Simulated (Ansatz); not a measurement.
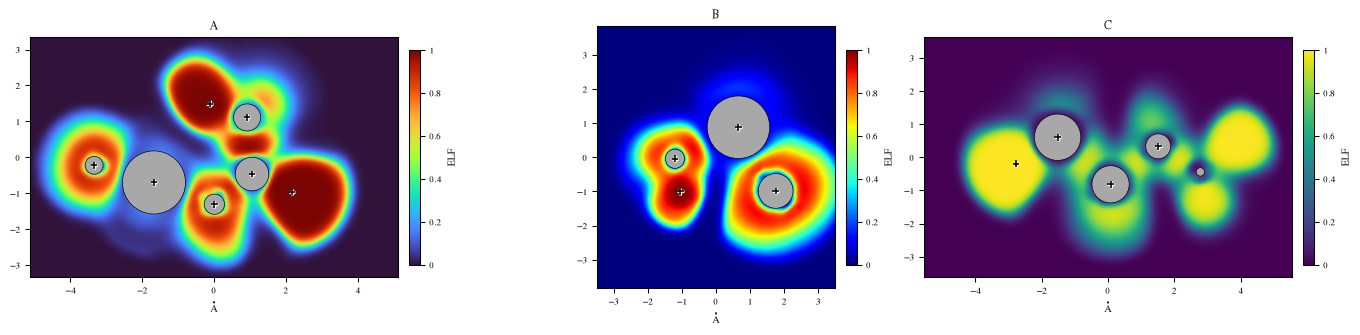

The electron localisation function of 3 systems, each on a plane through atoms (crosses mark nuclei in the plane; grey discs cover the cores).

All numbers below come from RKS PBE0-D4/def2-SVP in Ansatz.

System 1: Cl$_{3}$GaH$_{2}$O, the plane of atoms O2, Ga1 and Cl6. 

```xyz
7

Ga   -0.7090   -0.4651    0.1437
O     0.7460    0.9127   -0.3936
Cl    0.2254   -2.1225   -0.8767
Cl   -2.5462    0.3008   -0.6298
H     1.1863    1.1991    0.4228
Cl   -0.3162   -0.2776    2.2598
H     1.4139    0.4525   -0.9261
```

System 2: C$_{2}$H$_{9}$NSSi (SMILES NCCS[SiH3]), the plane of atoms C3, S4 and Si5. 

```xyz
14

N    -0.8709    2.2365    0.3555
C    -1.3604    0.9293    0.7149
C    -0.6898   -0.2649    0.0340
S     1.0893   -0.3140    0.4865
Si    1.8022   -1.6929   -0.9824
H     0.1258    2.3035    0.5573
H    -0.9686    2.3910   -0.6466
H    -2.4399    0.8747    0.4894
H    -1.2747    0.8062    1.8085
H    -1.1665   -1.2087    0.3438
H    -0.7832   -0.1743   -1.0615
H     3.2714   -1.8121   -0.7604
H     1.1572   -3.0347   -0.8402
H     1.5284   -1.1919   -2.3652
```

System 3: CH$_{4}$BFOZn (SMILES CB[O][Zn][F]), the plane of atoms C1, B2 and O3. 

```xyz
9

C    -0.4327   -1.0299    0.2068
B     0.6275   -0.0799    0.8959
O     0.9750    1.1248    0.4140
Zn    0.2535    1.7726   -1.0880
F    -0.3826    2.4947   -2.5285
H    -1.2711   -1.2243    0.8978
H    -0.8634   -0.6475   -0.7400
H     0.0119   -2.0173   -0.0040
H     1.1704   -0.4393    1.9287
```

> Which map belongs to which system?

Panel A is system 3, CH$_{4}$BFOZn: the plane holds C, B, O, Zn, F and H. B–O (1.34 Å): the ELF peaks at about 0.90 between the atoms: a polar covalent bond. Panel B is system 1, Cl$_{3}$GaH$_{2}$O: the plane holds Ga, O, H and Cl. Ga–O (2.07 Å): the ELF peaks at about 0.90 in the valence shell of O, 0.6 Å from its nucleus, and is about 0.20 at the midpoint. Panel C is system 2, C$_{2}$H$_{9}$NSSi: the plane holds C, S, Si and H. C–S (1.84 Å): the ELF peaks at about 0.90 between the atoms: localised, covalent bonding.
